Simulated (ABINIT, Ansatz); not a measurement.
**InF3 (R-3c): G0W0 on several meshes in ABINIT**

Aim: the GW shift of InF3 (R-3c) against the k mesh.

Calculated with ABINIT 10.8.3; LDA and many-body steps on it, plane waves.

## Step 1: Starting point

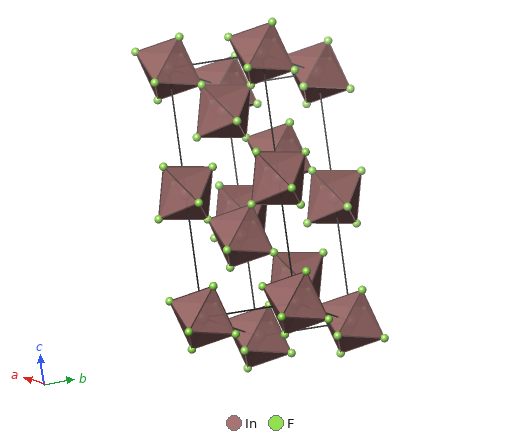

Start, viewed from a free direction; indium brown, fluorine green. This picture shows the conventional cell, with its axes. Some periodic images of atoms are drawn too.

Coordinates:

```cif
data_structure
_symmetry_space_group_name_H-M 'P 1'
_symmetry_Int_Tables_number 1
_cell_length_a 5.7543
_cell_length_b 5.7543
_cell_length_c 5.7543
_cell_angle_alpha 53.771
_cell_angle_beta 53.771
_cell_angle_gamma 53.771
_cell_volume 115.11
loop_
_atom_site_label
_atom_site_type_symbol
_atom_site_fract_x
_atom_site_fract_y
_atom_site_fract_z
_atom_site_occupancy
In1 In 0.50000 0.50000 0.50000 1
In2 In 0.00000 0.00000 0.00000 1
F3 F 0.39571 0.75000 0.10429 1
F4 F 0.75000 0.10429 0.39571 1
F5 F 0.89571 0.60429 0.25000 1
F6 F 0.25000 0.89571 0.60429 1
F7 F 0.60429 0.25000 0.89571 1
F8 F 0.10429 0.39571 0.75000 1
```

The cell and positions are those that the Materials Project relaxed with its own functionals (PBE, PBE+U or r2SCAN), kept fixed.

## Step 2: Empty states on the mesh, 4×4×4 mesh, 267 bands

This step: ABINIT 10.8.3; DFT, LDA, plane waves, norm-conserving pseudopotentials.

The sums over transitions need many empty states on a uniform mesh; this step solves for them.

run.abi

```
acell 3*1.0 Angstrom
rprim 
  2.602141182914 1.502346912402 4.907506134507
  -2.602141182914 1.502346912402 4.907506134507
  0.000000000000 -3.004693824873 4.907506134486
ntypat 2
znucl 49 9
natom 8
typat 1 1 2 2 2 2 2 2
xred 
  0.500000000000 0.500000000000 0.500000000000
  -0.000000000000 0.000000000000 0.000000000000
  0.395709220000 0.750000000000 0.104290780000
  0.750000000000 0.104290780000 0.395709220000
  0.895709220000 0.604290780000 0.250000000000
  0.250000000000 0.895709220000 0.604290780000
  0.604290780000 0.250000000000 0.895709220000
  0.104290780000 0.395709220000 0.750000000000
pp_dirpath "pseudos"
pseudos "In.upf, F.upf"
ecut 36
ngkpt 4 4 4
nshiftk 1
shiftk 0 0 0
kptopt 1
chksymbreak 0
iscf -2
irdden 1
istwfk *1
nband 267
nbdbuf 24
tolwfr 1e-09
nstep 60
prtvol 0
indata_prefix "in"
outdata_prefix "out"
tmpdata_prefix "tmp"
```

Started as:

```bash
OMP_NUM_THREADS=1 mpirun -n 8 abinit run.abi > log
```

Numbers of over 12 decimals in the logs are rounded to 6 here.

Log:

```text
.Version 10.8.3 of ABINIT. v10.8.2 released Aug 2026.

 Symmetries : space group R-3 c (#167); Bravais hR (rhombohedral)
[... echo of the input left out ...]
== DATASET  1 ==================================================================
-   mpi_nproc: 8, omp_nthreads: 1 (-1 if OMP is not activated)
-    --> not optimal distribution: autoparal keyword recommended in input file <--

--- !DatasetInfo
iteration_state: {dtset: 1, }
dimensions: {natom: 8, nkpt: 13, mband: 267, nsppol: 1, nspinor: 1, nspden: 1, mpw: 8026, }
cutoff_energies: {ecut:  36.0, pawecutdg:  -1.0, }
[...]
3.06793    3.09174    3.12515    3.12515    3.12979    3.13551    3.16029    3.16029
   3.16314    3.16750    3.19665    3.19921    3.19927    3.20207    3.20213    3.21999
   3.22057    3.22628    3.27380
 prteigrs : prtvol=0 or 1, do not print more k-points.

== END DATASET(S) ==============================================================
================================================================================

 -outvars: echo values of variables after computation  --------
            nband         267
             nkpt          13
          spgroup         167
 [... the other variables as echoed above ...]

 Calculation completed.
```

Wall time 3.6 min (8 MPI ranks of Arm Neoverse V1, shared host); peak memory 1.1 GiB; 29 min of CPU time.

This step gave:

```yaml
gap: 4.010 eV
k_of_the_valence_top: 0.5, 0.5, 0
k_of_the_conduction_bottom: 0, 0, 0
least_direct_gap: 4.042 eV
k_points_computed: 13
lowest_point_of_the_top_converged_band_above_the_valence_top: 82.1049 eV
```

On this mesh the gap is 4.010 eV.

The density comes from a self-consistent run that is not shown.

## Step 3: Screening, 4×4×4 mesh, 124 bands, screening to 114.3 eV

The RPA dielectric matrix is built and inverted for each q.

This step: RPA screening on LDA, plane waves, norm-conserving pseudopotentials.

Edit run.abi of step 2 so:

```diff
@@ -26,10 +26,11 @@
 chksymbreak 0
-iscf -2
-irdden 1
 istwfk *1
-nband 267
-nbdbuf 24
-tolwfr 1e-09
-nstep 60
-prtvol 0
+occopt 1
+irdwfk 1
+optdriver 3
+nband 124
+ecuteps 4.2
+inclvkb 2
+awtr 1
+symchi 1
 indata_prefix "in"
```

Log:

```text
.Version 10.8.3 of ABINIT. v10.8.2 released Aug 2026.

 Symmetries : space group R-3 c (#167); Bravais hR (rhombohedral)
[... echo of the input left out ...]
== DATASET  1 ==================================================================
-   mpi_nproc: 8, omp_nthreads: 1 (-1 if OMP is not activated)

--- !DatasetInfo
iteration_state: {dtset: 1, }
dimensions: {natom: 8, nkpt: 13, mband: 124, nsppol: 1, nspinor: 1, nspden: 1, mpw: 8026, }
cutoff_energies: {ecut:  36.0, pawecutdg:  -1.0, }
electrons: {nelect:   8.40000000E+01, charge:   0.00000000E+00, occopt:   1.00000000E+00, tsmear:   1.00000000E-02, }

 SCREENING: Calculation of the susceptibility and dielectric matrices

 Based on a program developped by R.W. Godby, V. Olevano, G. Onida, and L. Reining.
 Incorporated in ABINIT by V. Olevano, G.-M. Rignanese, and M. Torrent.
.Using double precision arithmetic ; gwpc =  8

[... cell and pseudopotentials left out ...]
--------------------------------------------------------------------------------

 ==== K-mesh for the wavefunctions ====
 Number of points in the irreducible wedge :    13
[... list of points left out ...]
 Together with 12 symmetry operations and time-reversal symmetry
 yields    64 points in the full Brillouin Zone.

 ==== Q-mesh for the screening function ====
 Number of points in the irreducible wedge :    13
[... list of points left out ...]
 Together with 12 symmetry operations and time-reversal symmetry
 yields    64 points in the full Brillouin Zone.

 setmesh: FFT mesh size selected  =    40x   40x   40
          total number of points  =        64000

 vcoul_init : cutoff-mode = AUXILIARY_FUNCTION
 q-points for optical limit:   1
     1)      0.000010    0.000020    0.000030

- screening: taking advantage of time-reversal symmetry
- Maximum band index for partially occupied states nbvw = 42
- Remaining bands to be divided among processors   nbcw = 82
- Number of bands treated by each node ~10

 Number of electrons calculated from density =   84.0000; Expected =   84.0000
 average of density, n =  0.108136
 r_s =    1.3021
 omega_plasma =   31.7205 [eV]

 calculating chi0 at frequencies [eV] :
  1    0.000000E+00    0.000000E+00
  2    0.000000E+00    3.172052E+01

--------------------------------------------------------------------------------
  q-point number  1        q = ( 0.000000, 0.000000, 0.000000) [r.l.u.]
--------------------------------------------------------------------------------
[... chi0 elements left out ...]
 For q-point:  0.000010 0.000020 0.000030
  dielectric constant =   2.3880
  dielectric constant without local fields =   2.4898

  Average fulfillment of the sum rule on Im[epsilon] for q-point    1 :     33.10  [%]
[... wings left out ...]
  q-point number  2        q = ( 0.250000, 0.000000, 0.000000) [r.l.u.]
--------------------------------------------------------------------------------
[... chi0 elements left out ...]
  Average fulfillment of the sum rule on Im[epsilon] for q-point    2 :     42.76  [%]

 [... 11 further q-points ...]
```

Elapsed: 5.2 min, on 8 MPI ranks; peak memory 7 GiB.

Numbers from this step:

```yaml
eps_infinity_with_local_fields_on_this_mesh_along_the_program_s_q_direction: 2.388
the_same_without_local_fields: 2.490
plasma_frequency: 31.72 eV
plane_waves_in_the_screening_matrix: 327
```

Local fields lower ε∞ by 4 %.

## Step 4: 4×4×4

The self-energy is evaluated for the states that the input lists, and the levels follow from it, in one-shot runs by the linearised quasiparticle equation.

This step: G0W0 on LDA, plane waves, norm-conserving pseudopotentials.

Edit run.abi of step 3 so:

```diff
@@ -29,8 +29,17 @@
 irdwfk 1
-optdriver 3
+optdriver 4
 nband 124
+gwcalctyp 0
+ecutsigx 36
+symsigma 1
+nkptgw 2
+kptgw 
+  0.5000000000 0.5000000000 0.0000000000
+  0.0000000000 0.0000000000 0.0000000000
+bdgw 
+  41 44
+  41 44
 ecuteps 4.2
-inclvkb 2
-awtr 1
-symchi 1
+irdscr 1
+ppmodel 1
 indata_prefix "in"
```

Log:

```text
.Version 10.8.3 of ABINIT. v10.8.2 released Aug 2026.

 Symmetries : space group R-3 c (#167); Bravais hR (rhombohedral)
[... echo of the input left out ...]
== DATASET  1 ==================================================================
-   mpi_nproc: 8, omp_nthreads: 1 (-1 if OMP is not activated)

--- !DatasetInfo
iteration_state: {dtset: 1, }
dimensions: {natom: 8, nkpt: 13, mband: 124, nsppol: 1, nspinor: 1, nspden: 1, mpw: 8026, }
cutoff_energies: {ecut:  36.0, pawecutdg:  -1.0, }
electrons: {nelect:   8.40000000E+01, charge:   0.00000000E+00, occopt:   1.00000000E+00, tsmear:   1.00000000E-02, }

 SIGMA: Calculation of the GW corrections

 Based on a program developped by R.W. Godby, V. Olevano, G. Onida, and L. Reining.
 Incorporated in ABINIT by V. Olevano, G.-M. Rignanese, and M. Torrent.
.Using double precision arithmetic ; gwpc =  8

[... cell and pseudopotentials left out ...]
--------------------------------------------------------------------------------

 ==== K-mesh for the wavefunctions ====
 Number of points in the irreducible wedge :    13
[... list of points left out ...]
 Together with 12 symmetry operations and time-reversal symmetry
 yields    64 points in the full Brillouin Zone.

 ==== Q-mesh for screening function ====
 Number of points in the irreducible wedge :    13
[... list of points left out ...]
 Together with 12 symmetry operations and time-reversal symmetry
 yields    64 points in the full Brillouin Zone.

 vcoul_init : cutoff-mode = AUXILIARY_FUNCTION
 q-points for optical limit:   1
     1)      0.000010    0.000020    0.000030
 setmesh: FFT mesh size selected  =    60x   60x   60
          total number of points  =       216000

 Number of electrons calculated from density =   84.0000; Expected =   84.0000
 average of density, n =  0.108136
 r_s =    1.3021
 omega_plasma =   31.7205 [eV]

 === KS Band Gaps ===
  >>>> For spin  1
   Minimum direct gap =   4.0423 [eV], located at k-point      :   0.0000  0.0000  0.0000
   Fundamental gap    =   4.0104 [eV], Top of valence bands at :   0.5000  0.5000  0.0000
                                       Bottom of conduction at :   0.0000  0.0000  0.0000
 SIGMA fundamental parameters:
 PLASMON POLE MODEL  1
 number of plane-waves for SigmaX                 7987
 number of plane-waves for SigmaC and W            327
 number of plane-waves for wavefunctions          7987
 number of bands                                   124
 number of independent spin polarizations            1
 number of spinorial components                      1
 number of k-points in IBZ                          13
 number of q-points in IBZ                          13
 number of symmetry operations                      12
 number of k-points in BZ                           64
 number of q-points in BZ                           64
 number of frequencies for dSigma/dE                 9
 frequency step for dSigma/dE [eV]                0.25
 number of omega for Sigma on real axis              0
 max omega for Sigma on real axis  [eV]           0.00
 zcut for avoiding poles [eV]                     0.10

 EPSILON^-1 parameters (SCR file):
 dimension of the eps^-1 matrix on file            327
 dimension of the eps^-1 matrix used               327
 number of plane-waves for wavefunctions          7987
 number of bands                                   124
 number of q-points in IBZ                          13
 number of frequencies                               2
 number of real frequencies                          1
 number of imag frequencies                          1

 matrix elements of self-energy operator (all in [eV])

 Perturbative Calculation

--- !SelfEnergy_ee
iteration_state: {dtset: 1, }
kpoint     : [   0.500,    0.500,    0.000, ]
spin       : 1
KS_gap     :    6.537
QP_gap     :   10.871
Delta_QP_KS:    4.335
data: !SigmaeeData |
     Band     E0 <VxcDFT>   SigX SigC(E0)      Z dSigC/dE  Sig(E)    E-E0       E
       41  -1.177 -23.605 -30.878   5.283   0.806  -0.241 -25.209  -1.604  -2.781
       42  -1.024 -22.915 -30.810   5.689   0.799  -0.252 -24.677  -1.762  -2.786
       43   5.512 -18.194 -12.844  -2.339   0.854  -0.170 -15.621   2.573   8.085
       44   7.061 -19.119 -13.049  -2.620   0.847  -0.181 -16.197   2.922   9.983

--- !SelfEnergy_ee
iteration_state: {dtset: 1, }
kpoint     : [   0.000,    0.000,    0.000, ]
spin       : 1
KS_gap     :    4.042
QP_gap     :    7.881
Delta_QP_KS:    3.839
data: !SigmaeeData |
     Band     E0 <VxcDFT>   SigX SigC(E0)      Z dSigC/dE  Sig(E)    E-E0       E
       41  -1.056 -22.752 -30.714   5.727   0.798  -0.253 -24.536  -1.784  -2.840
       42  -1.056 -22.752 -30.714   5.727   0.798  -0.253 -24.536  -1.784  -2.840
       43   2.986 -15.001 -10.317  -2.322   0.870  -0.149 -12.945   2.055   5.041
       44   8.395 -19.924 -13.242  -2.862   0.839  -0.192 -16.719   3.205  11.600

== END DATASET(S) ==============================================================
================================================================================

 -outvars: echo values of variables after computation  --------
           etotal      0.0000000000E+00
            nband         124
             nkpt          13
          spgroup         167
 [... the other variables as echoed above ...]

 Calculation completed.
```

The job ended after 20 s (8 MPI ranks; peak memory 4.2 GiB; 2.6 min of CPU time).

This step gave:

| Quantity | Value |
| --- | --- |
| G0W0 gap on the points computed | 7.822 eV |
| starting gap on the mesh | 4.010 eV |
| k of the valence top | 0.5, 0.5, 0 |
| k of the conduction bottom | 0, 0, 0 |
| Z at the valence top | 0.806 |
| Z at the conduction bottom | 0.87 |
| least direct G0W0 gap on the computed points | 7.881 eV |

The gap on the mesh goes from 4.01 eV to 7.82 eV, a correction of +3.81 eV.

## Step 5: Empty states on the mesh, 2×2×2 mesh, 136 bands

This step: DFT, LDA, plane waves, norm-conserving pseudopotentials.

Edit run.abi of step 4 so:

```diff
@@ -21,3 +21,3 @@
 ecut 36
-ngkpt 4 4 4
+ngkpt 2 2 2
 nshiftk 1
@@ -26,20 +26,10 @@
 chksymbreak 0
+iscf -2
+irdden 1
 istwfk *1
-occopt 1
-irdwfk 1
-optdriver 4
-nband 124
-gwcalctyp 0
-ecutsigx 36
-symsigma 1
-nkptgw 2
-kptgw 
-  0.5000000000 0.5000000000 0.0000000000
-  0.0000000000 0.0000000000 0.0000000000
-bdgw 
-  41 44
-  41 44
-ecuteps 4.2
-irdscr 1
-ppmodel 1
+nband 136
+nbdbuf 12
+tolwfr 1e-09
+nstep 60
+prtvol 0
 indata_prefix "in"
```

Started as:

```bash
OMP_NUM_THREADS=2 mpirun -n 4 abinit run.abi > log
```

Log:

```text
.Version 10.8.3 of ABINIT. v10.8.2 released Aug 2026.

 Symmetries : space group R-3 c (#167); Bravais hR (rhombohedral)
[... echo of the input left out ...]
== DATASET  1 ==================================================================
-   mpi_nproc: 4, omp_nthreads: 2 (-1 if OMP is not activated)

--- !DatasetInfo
iteration_state: {dtset: 1, }
dimensions: {natom: 8, nkpt: 4, mband: 136, nsppol: 1, nspinor: 1, nspden: 1, mpw: 8026, }
cutoff_energies: {ecut:  36.0, pawecutdg:  -1.0, }
[...]
1.64382    1.66015    1.66015    1.70056    1.70753    1.71006    1.71668    1.71668
   1.77188    1.77188    1.77730    1.78480    1.78480    1.83381    1.84050    1.84184
 prteigrs : prtvol=0 or 1, do not print more k-points.

== END DATASET(S) ==============================================================
================================================================================

 -outvars: echo values of variables after computation  --------
            nband         136
             nkpt           4
          spgroup         167
 [... the other variables as echoed above ...]

 Calculation completed.
```

The job ended after 25 s (4 MPI ranks; peak memory 0.43 GiB).

This step gave:

* gap: 4.010 eV
* k of the valence top: 0.5, 0.5, 0
* k of the conduction bottom: 0, 0, 0
* least direct gap: 4.042 eV
* k points computed: 4
* lowest point of the top converged band, above the valence top: 46.18 eV

On this mesh the gap is 4.010 eV.

(Part 1 of 2 ends here.)

[Paths, hosts, dates, memory and timing lines, banners, echoed tables and standing remarks are left out of the program output.]

[Logs are printed without paths, hosts, clocks, repeated set-up lines and the standing remarks that a program may print on its own settings, such as how far it seeks lower states.]

[Runs of the session that timed out or met a known fault of the program may be left out.]

[Hosts, paths, dates, database ids (printed as entryN), source tags and the programs' standing remarks are cut or masked in the printed files.]

[G0W0 gaps are taken among the corrected bands and points alone; a level outside them can change the order at an edge.]

[Where Ansatz stands beside ABINIT at settings called matched, ABINIT's density can come from a denser mesh and the files from another edition; pairs whose starting gaps differed by over 0.03 eV were left out, so agreement reads better than it is.]
